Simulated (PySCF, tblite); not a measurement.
**C6H14SSi: geometry, infrared bands and NMR shifts**

Aim: predict the infrared bands and NMR shifts of C6H14SSi (`C[C@]1([SiH3])CCCSC1`).

Programs: tblite 0.8.0 and PySCF 2.14.0, with density-fitted response routines of our own. Each step states its level of theory. These are calculated values for one molecule in the gas phase, unless marked as measured. Atoms count from 0, in the outputs and in this text.

**1. The starting structure**

22 atoms, charge 0, multiplicity 1; geometry from: force field or distance geometry start.

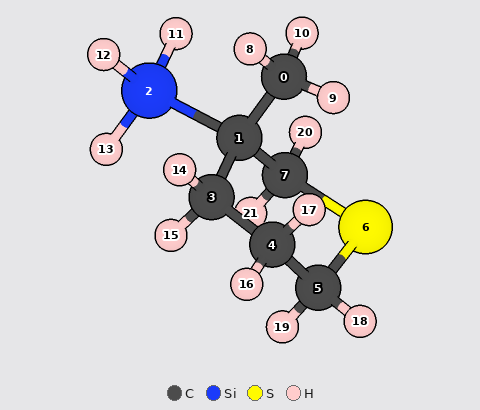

As it starts; carbon dark grey, silicon blue, sulfur yellow, hydrogen pink, atoms numbered.

**2. Optimising the geometry with GFN2-xTB**

The job: settings as JSON, then the geometry in Å.

```
{"job": {"kind": "relax", "xc": "GFN2-xTB", "basis": "xTB"}, "charge": 0, "multiplicity": 1}
C     -1.276200     1.042800    -0.832000
C     -0.655300    -0.116200    -0.039400
Si    -2.122700    -1.032600     0.998800
C      0.394200     0.420300     0.981800
C      1.653500     1.006100     0.365200
C      2.411100     0.016300    -0.514100
S      1.416600    -0.569200    -1.908000
C     -0.019100    -1.174300    -0.968000
H     -1.763500     1.765900    -0.162700
H     -0.549600     1.595000    -1.416000
H     -2.050700     0.678600    -1.530700
H     -3.128800    -1.542600     0.019400
H     -2.749700    -0.029900     1.918500
H     -1.527100    -2.148400     1.762300
H     -0.068100     1.185900     1.633100
H      0.702300    -0.397900     1.675300
H      2.320300     1.346000     1.167200
H      1.404000     1.901400    -0.218000
H      3.314000     0.497600    -0.909400
H      2.748100    -0.843900     0.085300
H     -0.765600    -1.522400    -1.700600
H      0.301900    -2.059200    -0.408700
```

Command:

```bash
OMP_NUM_THREADS=1 python probes_run.py task.json out
```

The driver reads the jobs from task.json and runs them one after another.

**Question.** This job is followed by: GFN2-xTB harmonic vibrations, gas phase; GIAO PBE0/pcSseg-1 NMR shielding, non-relativistic, gas phase. Predict these results of the whole session: strongest single infrared mode (GFN2-xTB); zero-point energy (GFN2-xTB); ¹³C shifts against TMS (PBE0/pcSseg-1); ¹H shifts against TMS (PBE0/pcSseg-1, means over atoms taken as alike); ²⁹Si shifts against TMS (PBE0/pcSseg-1); ³³S shifts against CS2 (PBE0/pcSseg-1).

The runs gave:

| quantity | value |
| --- | --- |
| strongest single infrared mode (GFN2-xTB) | 791 cm⁻¹, 445 km/mol |
| zero-point energy (GFN2-xTB) | 114.0 kcal/mol |
| ¹³C shifts against TMS (PBE0/pcSseg-1) | 44.2, 37.5, 36.5, 25.0, 22.1, 20.4 ppm |
| ¹H shifts against TMS (PBE0/pcSseg-1, means over atoms taken as alike) | 3.63, 3.02, 2.57, 2.46, 2.30, 2.00, 1.57, 1.52, 1.49, 1.44 ppm |
| ²⁹Si shifts against TMS (PBE0/pcSseg-1) | -47.9 ppm |
| ³³S shifts against CS2 (PBE0/pcSseg-1) | -52 ppm |

**Reading.** Relaxing lowered the energy by 0.187 eV in 50 steps; the close pair that moved most is C1–Si2, from 2.018 to 1.923 Å. All 60 modes are real, so the xTB geometry is a minimum. The strongest single mode, at 791 cm⁻¹, has its largest shares on H13, H11 and H12 (the list is cut at 3 atoms). Unscaled tight-binding wavenumbers are off by several per cent, some by more. Its intensities can rank the bands wrongly. At PBE0/pcSseg-1: Shielding is most anisotropic at S6 (span 300 ppm, paramagnetic term -500 ppm).
